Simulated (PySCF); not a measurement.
# phenylsilane (C6H8Si): NMR shifts at several levels of theory, part 2 of 2

PySCF 2.14.0. Atoms count from 0. The steps go on from the part before.

## Step 5: NMR shieldings: PBE0/cc-pVDZ

The job: settings as JSON, then the geometry in Å.

```
{"job": {"kind": "nmr", "xc": "PBE0", "basis": "cc-pVDZ", "pop": true}, "charge": 0, "multiplicity": 1}
Si     2.530349    -0.041866     0.244612
C      0.659683    -0.028276     0.072313
C     -0.058569    -1.218528    -0.112875
C     -1.447402    -1.207490    -0.241915
C     -2.142491    -0.001195    -0.187046
C     -1.444704     1.192781    -0.003126
C     -0.057896     1.177465     0.124999
H      3.173717     0.757193    -0.844122
H      3.021347    -1.450941     0.169473
H      2.950782     0.552377     1.551389
H      0.473376    -2.173222    -0.157462
H     -1.988720    -2.145861    -0.385458
H     -3.230554     0.009938    -0.287692
H     -1.985615     2.141297     0.040266
H      0.471833     2.124406     0.268344
```

With the program's defaults for keys left out, this is: GIAO PBE0/cc-pVDZ NMR shielding, non-relativistic, gas phase.

The program printed:

```text
coarse grid: 13104 points
cycle   1  E = -522.5018000823  dE =  9.095e-01  |g| = 3.131e-01  |ddm| = 7.494e+00
cycle   2  E = -522.4983637023  dE =  3.436e-03  |g| = 3.420e-01  |ddm| = 1.396e+00
cycle   3  E = -522.5310571033  dE = -3.269e-02  |g| = 3.212e-02  |ddm| = 6.408e-01
cycle   4  E = -522.5310781594  dE = -2.106e-05  |g| = 2.999e-02  |ddm| = 8.379e-02
cycle   5  E = -522.5313336844  dE = -2.555e-04  |g| = 5.016e-03  |ddm| = 5.106e-02
cycle   6  E = -522.5313409986  dE = -7.314e-06  |g| = 9.546e-04  |ddm| = 9.208e-03
final grid: 122152 points
cycle   7  E = -522.5445224865  dE = -2.275e-05  |g| = 6.735e-03  |ddm| = 6.234e-02
cycle   8  E = -522.5445191055  dE =  3.381e-06  |g| = 7.696e-03  |ddm| = 2.766e-02
cycle   9  E = -522.5445358193  dE = -1.671e-05  |g| = 3.995e-04  |ddm| = 1.399e-02
cycle  10  E = -522.5445358530  dE = -3.371e-08  |g| = 1.721e-04  |ddm| = 9.015e-04
cycle  11  E = -522.5445358604  dE = -7.341e-09  |g| = 4.712e-05  |ddm| = 3.039e-04
cycle  12  E = -522.5445358609  dE = -4.815e-10  |g| = 2.399e-05  |ddm| = 1.049e-04
converged SCF energy = -522.5445358609

GIAO shielding tensors (ppm)
atom      isotropic    diamagn.    paramagn.     s11        s22        s33       span
  0 Si     476.445     884.409    -407.964    425.444    483.137    520.755     95.311
  1 C       68.118     250.159    -182.041    -23.233     30.080    197.506    220.739
  2 C       60.342     255.252    -194.911    -49.621     53.090    177.556    227.178
  3 C       68.681     253.879    -185.198    -35.078     56.003    185.119    220.197
  4 C       67.175     253.810    -186.635    -36.371     50.490    187.405    223.776
  5 C       68.923     253.874    -184.951    -35.316     56.542    185.544    220.860
  6 C       61.136     255.940    -194.805    -48.640     49.948    182.099    230.738
  7 H       26.716      29.227      -2.511     23.414     25.123     31.611      8.197
  8 H       27.005      29.484      -2.479     23.233     26.107     31.674      8.441
  9 H       26.717      29.212      -2.494     23.381     25.164     31.607      8.226
 10 H       23.659      32.416      -8.757     19.881     22.471     28.627      8.746
 11 H       23.990      29.805      -5.816     20.817     23.840     27.312      6.495
 12 H       23.940      28.968      -5.027     20.868     23.868     27.085      6.218
 13 H       23.958      29.894      -5.936     20.741     23.846     27.287      6.546
 14 H       23.695      32.410      -8.715     19.816     22.421     28.848      9.032
```

Wall time 15 s (1 thread, shared host).

This run: δ C2 136.0, C4 129.6, C1 128.6, C3 128.0, H10 7.61, H12 7.35 ppm (means over like atoms).

## Step 6: Shielding tensors: PBE0/cc-pVTZ

Same as in step 5 but for these lines:

```diff
@@ -1,2 +1,2 @@
-{"job": {"kind": "nmr", "xc": "PBE0", "basis": "cc-pVDZ", "pop": true}, "charge": 0, "multiplicity": 1}
+{"job": {"kind": "nmr", "xc": "PBE0", "basis": "cc-pVTZ", "pop": true}, "charge": 0, "multiplicity": 1}
 Si     2.530349    -0.041866     0.244612
```

Method: GIAO PBE0/cc-pVTZ NMR shielding, non-relativistic, gas phase.

The program printed:

```text
coarse grid: 13104 points
cycle   1  E = -522.5871458711  dE =  8.563e-01  |g| = 3.593e-01  |ddm| = 7.876e+00
cycle   2  E = -522.5778147609  dE =  9.331e-03  |g| = 4.077e-01  |ddm| = 1.269e+00
cycle   3  E = -522.6218966903  dE = -4.408e-02  |g| = 4.147e-02  |ddm| = 6.787e-01
cycle   4  E = -522.6220459112  dE = -1.492e-04  |g| = 3.201e-02  |ddm| = 8.749e-02
cycle   5  E = -522.6223111152  dE = -2.652e-04  |g| = 8.606e-03  |ddm| = 5.487e-02
cycle   6  E = -522.6223319365  dE = -2.082e-05  |g| = 9.081e-04  |ddm| = 1.329e-02
cycle   7  E = -522.6223320810  dE = -1.445e-07  |g| = 4.469e-04  |ddm| = 1.833e-03
final grid: 122152 points
cycle   8  E = -522.6167788101  dE = -6.609e-05  |g| = 6.828e-03  |ddm| = 1.424e-01
cycle   9  E = -522.6167746727  dE =  4.137e-06  |g| = 7.798e-03  |ddm| = 2.557e-02
cycle  10  E = -522.6167907758  dE = -1.610e-05  |g| = 5.495e-04  |ddm| = 1.251e-02
cycle  11  E = -522.6167908282  dE = -5.241e-08  |g| = 2.521e-04  |ddm| = 9.348e-04
cycle  12  E = -522.6167908427  dE = -1.457e-08  |g| = 1.097e-04  |ddm| = 4.955e-04
cycle  13  E = -522.6167908461  dE = -3.342e-09  |g| = 1.649e-05  |ddm| = 1.689e-04
cycle  14  E = -522.6167908461  dE = -6.617e-11  |g| = 4.965e-06  |ddm| = 2.759e-05
converged SCF energy = -522.6167908461

GIAO shielding tensors (ppm)
atom      isotropic    diamagn.    paramagn.     s11        s22        s33       span
  0 Si     415.845     888.495    -472.649    367.247    411.155    469.133    101.886
  1 C       53.922     251.153    -197.231    -44.581     13.921    192.425    237.006
  2 C       45.993     251.439    -205.445    -70.423     39.756    168.647    239.070
  3 C       54.535     252.855    -198.321    -56.615     43.031    177.189    233.804
  4 C       52.861     252.319    -199.458    -57.880     37.365    179.098    236.978
  5 C       54.845     252.744    -197.899    -56.886     43.606    177.815    234.701
  6 C       46.772     251.577    -204.805    -70.020     36.348    173.988    244.008
  7 H       26.636      28.921      -2.285     23.521     25.151     31.236      7.715
  8 H       26.868      29.159      -2.291     23.183     26.114     31.305      8.122
  9 H       26.638      28.902      -2.265     23.490     25.191     31.233      7.743
 10 H       23.408      31.970      -8.562     19.791     22.004     28.430      8.639
 11 H       23.736      30.280      -6.543     20.592     23.387     27.229      6.636
 12 H       23.688      29.686      -5.998     20.631     23.431     27.002      6.371
 13 H       23.721      30.332      -6.610     20.570     23.400     27.194      6.623
 14 H       23.461      31.943      -8.482     19.843     21.904     28.636      8.793
```

Wall time 56 s (1 thread, shared host).

Key values: δ C2 140.9, C4 134.4, C1 133.4, C3 132.6, H10 7.86, H12 7.60 ppm (means over like atoms).

## Step 7: Shielding tensors: PBE0/aug-cc-pVDZ

Same as in step 6 but for these lines:

```diff
@@ -1,2 +1,2 @@
-{"job": {"kind": "nmr", "xc": "PBE0", "basis": "cc-pVTZ", "pop": true}, "charge": 0, "multiplicity": 1}
+{"job": {"kind": "nmr", "xc": "PBE0", "basis": "aug-cc-pVDZ", "pop": true}, "charge": 0, "multiplicity": 1}
 Si     2.530349    -0.041866     0.244612
```

With the program's defaults for keys left out, this is: GIAO PBE0/aug-cc-pVDZ NMR shielding, non-relativistic, gas phase.

The program printed:

```text
coarse grid: 13104 points
cycle   1  E = -522.5095365875  dE =  9.016e-01  |g| = 3.228e-01  |ddm| = 3.983e+01
cycle   2  E = -522.5007015011  dE =  8.835e-03  |g| = 3.749e-01  |ddm| = 5.747e+00
cycle   3  E = -522.5404285188  dE = -3.973e-02  |g| = 3.466e-02  |ddm| = 2.328e+00
cycle   4  E = -522.5405053011  dE = -7.678e-05  |g| = 2.952e-02  |ddm| = 2.574e-01
cycle   5  E = -522.5407491442  dE = -2.438e-04  |g| = 6.229e-03  |ddm| = 1.504e-01
cycle   6  E = -522.5407604740  dE = -1.133e-05  |g| = 7.880e-04  |ddm| = 3.723e-02
cycle   7  E = -522.5407606142  dE = -1.402e-07  |g| = 2.762e-04  |ddm| = 5.196e-03
final grid: 122152 points
cycle   8  E = -522.5539973986  dE = -3.067e-05  |g| = 6.685e-03  |ddm| = 6.867e-01
cycle   9  E = -522.5539924727  dE =  4.926e-06  |g| = 7.970e-03  |ddm| = 1.292e-01
cycle  10  E = -522.5540105639  dE = -1.809e-05  |g| = 4.686e-04  |ddm| = 5.213e-02
cycle  11  E = -522.5540106005  dE = -3.668e-08  |g| = 2.711e-04  |ddm| = 3.231e-03
cycle  12  E = -522.5540106212  dE = -2.066e-08  |g| = 5.701e-05  |ddm| = 1.519e-03
cycle  13  E = -522.5540106222  dE = -9.649e-10  |g| = 8.701e-06  |ddm| = 5.764e-04
converged SCF energy = -522.5540106222

GIAO shielding tensors (ppm)
atom      isotropic    diamagn.    paramagn.     s11        s22        s33       span
  0 Si     471.277     896.402    -425.125    412.322    473.402    528.107    115.786
  1 C       65.733     237.720    -171.987    -25.083     26.275    196.007    221.090
  2 C       60.354     202.353    -141.998    -49.633     53.493    177.202    226.835
  3 C       67.871     217.765    -149.894    -37.397     57.166    183.843    221.241
  4 C       66.397     223.373    -156.976    -38.506     51.614    186.083    224.589
  5 C       68.174     221.737    -153.564    -37.587     57.775    184.333    221.920
  6 C       60.718     194.289    -133.571    -49.995     50.254    181.895    231.890
  7 H       26.665      30.089      -3.424     23.456     25.142     31.396      7.940
  8 H       26.927      29.966      -3.039     23.220     26.125     31.436      8.216
  9 H       26.666      30.083      -3.417     23.425     25.183     31.392      7.968
 10 H       23.453      40.599     -17.146     19.848     21.979     28.533      8.685
 11 H       23.792      32.840      -9.047     20.805     23.316     27.255      6.450
 12 H       23.732      37.281     -13.549     20.781     23.404     27.013      6.232
 13 H       23.787      33.430      -9.643     20.816     23.325     27.220      6.404
 14 H       23.537      40.561     -17.024     19.974     21.855     28.782      8.807
```

It took 34 s on 1 thread, shared host.

Key values: δ C2 134.6, C1 129.4, C4 128.7, C3 127.1, H10 7.90, H12 7.66 ppm (means over like atoms).

## Step 8: NMR shieldings: PBE0/pcSseg-0

Same as in step 7 but for these lines:

```diff
@@ -1,2 +1,2 @@
-{"job": {"kind": "nmr", "xc": "PBE0", "basis": "aug-cc-pVDZ", "pop": true}, "charge": 0, "multiplicity": 1}
+{"job": {"kind": "nmr", "xc": "PBE0", "basis": "pcSseg-0", "pop": true}, "charge": 0, "multiplicity": 1}
 Si     2.530349    -0.041866     0.244612
```

Level: GIAO PBE0/pcSseg-0 NMR shielding, non-relativistic, gas phase.

The program printed:

```text
coarse grid: 13104 points
cycle   1  E = -521.6545400572  dE =  8.066e-01  |g| = 2.389e-01  |ddm| = 4.216e+00
cycle   2  E = -521.6593649853  dE = -4.825e-03  |g| = 2.099e-01  |ddm| = 5.800e-01
cycle   3  E = -521.6715156834  dE = -1.215e-02  |g| = 3.506e-02  |ddm| = 3.110e-01
cycle   4  E = -521.6716279583  dE = -1.123e-04  |g| = 2.842e-02  |ddm| = 7.955e-02
cycle   5  E = -521.6718634680  dE = -2.355e-04  |g| = 2.827e-03  |ddm| = 4.239e-02
cycle   6  E = -521.6718654283  dE = -1.960e-06  |g| = 1.082e-03  |ddm| = 4.388e-03
final grid: 122152 points
cycle   7  E = -521.6776973571  dE = -1.946e-05  |g| = 4.115e-03  |ddm| = 2.201e-02
cycle   8  E = -521.6776974594  dE = -1.023e-07  |g| = 4.086e-03  |ddm| = 1.001e-02
cycle   9  E = -521.6777020305  dE = -4.571e-06  |g| = 4.362e-04  |ddm| = 5.203e-03
cycle  10  E = -521.6777020768  dE = -4.625e-08  |g| = 9.151e-05  |ddm| = 5.235e-04
cycle  11  E = -521.6777020787  dE = -1.983e-09  |g| = 3.571e-05  |ddm| = 1.540e-04
cycle  12  E = -521.6777020791  dE = -3.186e-10  |g| = 1.220e-05  |ddm| = 5.784e-05
converged SCF energy = -521.6777020791

GIAO shielding tensors (ppm)
atom      isotropic    diamagn.    paramagn.     s11        s22        s33       span
  0 Si     445.199     879.914    -434.714    376.321    436.862    522.415    146.093
  1 C       60.178     268.427    -208.249    -43.515     23.729    200.319    243.834
  2 C       46.326     259.385    -213.060    -71.147     35.332    174.792    245.939
  3 C       55.289     261.109    -205.820    -58.447     37.843    186.471    244.918
  4 C       53.626     262.012    -208.386    -59.512     31.199    189.192    248.704
  5 C       55.323     260.984    -205.661    -59.028     38.055    186.942    245.970
  6 C       47.646     259.664    -212.018    -69.142     32.252    179.828    248.969
  7 H       27.996      27.989       0.006     24.192     26.456     33.340      9.148
  8 H       28.250      28.428      -0.178     23.861     27.640     33.249      9.388
  9 H       27.997      27.996       0.001     24.156     26.504     33.332      9.176
 10 H       25.348      31.655      -6.307     21.691     24.796     29.556      7.865
 11 H       25.566      29.622      -4.055     22.871     26.232     27.596      4.725
 12 H       25.549      29.097      -3.548     23.023     26.314     27.311      4.288
 13 H       25.514      29.666      -4.152     22.767     26.198     27.576      4.809
 14 H       25.401      31.524      -6.123     21.685     24.824     29.693      8.009
```

Wall time 7.4 s (1 thread, shared host).

This run: δ C2 146.5, C4 139.9, C3 138.2, C1 133.3, H10 7.46, H11 7.29 ppm (means over like atoms).

## Step 9: Side by side: NMR shifts

Shifts (ppm) of some atoms, chosen among heavy atoms and hydrogens apart, means over like atoms, with basis size and wall time:

```tsv
run	C2	C4	C3	C1	H10	H12	Si0	functions	time
PBE0/def2-SVP	134.5	128.0	126.1	125.9	7.51	7.25	-64.3	142	13 s
PBE0/def2-TZVP	141.8	135.2	133.2	134.8	7.89	7.63	-63.6	271	41 s
PBE0/cc-pVDZ	136.0	129.6	128.0	128.6	7.61	7.35	-57.8	142	15 s
PBE0/cc-pVTZ	140.9	134.4	132.6	133.4	7.86	7.60	-55.8	326	56 s
PBE0/aug-cc-pVDZ	134.6	128.7	127.1	129.4	7.90	7.66	-54.6	237	34 s
PBE0/pcSseg-0	146.5	139.9	138.2	133.3	7.46	7.28	-96.7	83	7.4 s
measured	–	–	–	–	7.50	7.30	–	–	–
```

Measured: solution, CCl4, 309 K; Shapiro, Mohrmann, J. Phys. Chem. Ref. Data 1977, 6, 919.

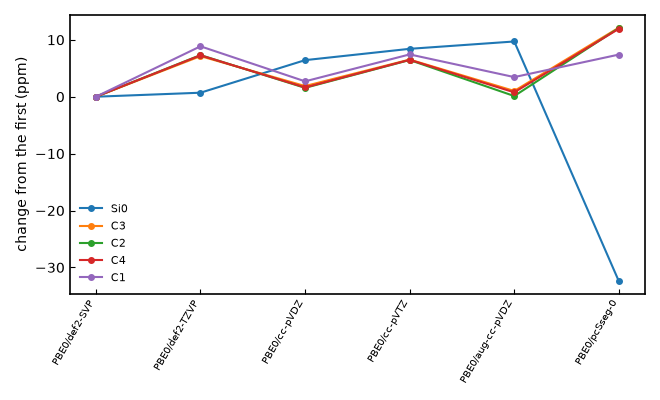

How five of the tabulated atoms move from run to run.

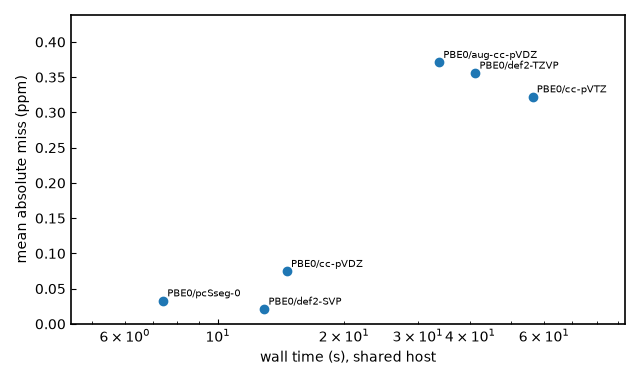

Cost against miss for the 3 measured ¹H shifts.

## Step 10: What came out

What follows sums up all 2 parts.

| quantity | value |
| --- | --- |
| point group | Cs |
| rotational constants (main isotopes) | 5.35, 1.49, 1.18 GHz |
| ¹³C shifts against TMS (PBE0/def2-SVP, means over atoms taken as alike) | 134.5, 128.0, 126.1, 125.9 ppm |
| ¹H shifts against TMS (PBE0/def2-SVP, means over atoms taken as alike) | 7.51, 7.25, 7.25, 4.54 ppm |
| ²⁹Si shifts against TMS (PBE0/def2-SVP) | -64.3 ppm |
| measured, and computed on the same scale | H10 δ 7.50, 7.51; H11 δ 7.25, 7.25; H12 δ 7.30, 7.25 ppm |
| range of the shift of Si0 | -96.7 to -54.6 ppm |

What this shows: Single values in the summary come from the first run of each kind that ended normally (PBE0/def2-SVP), which need not be the best level. Relaxing lowered the energy by 0.063 eV in 4 steps; the close pair that moved most is Si0–H8, from 1.464 to 1.494 Å. Against the measured ¹H shifts the unscaled results are off by 0.02 ppm on average (signed mean -0.01, 3 signals). Vibration, temperature and solvent are missing from the calculation, and it holds one conformer, so part of the miss against the measured shifts is not the functional's. Across the 6 runs the shift of Si0 moves most, between -96.7 (PBE0/pcSseg-0) and -54.6 ppm (PBE0/aug-cc-pVDZ). For the 3 measured ¹H shifts, PBE0/def2-SVP misses least (0.02 ppm, 13 s) and PBE0/aug-cc-pVDZ most (0.37 ppm, 34 s); the quickest, PBE0/pcSseg-0, misses by 0.03 ppm in 7.4 s. One molecule ranks no method: errors cancel, and vibration and temperature are missing from all runs.
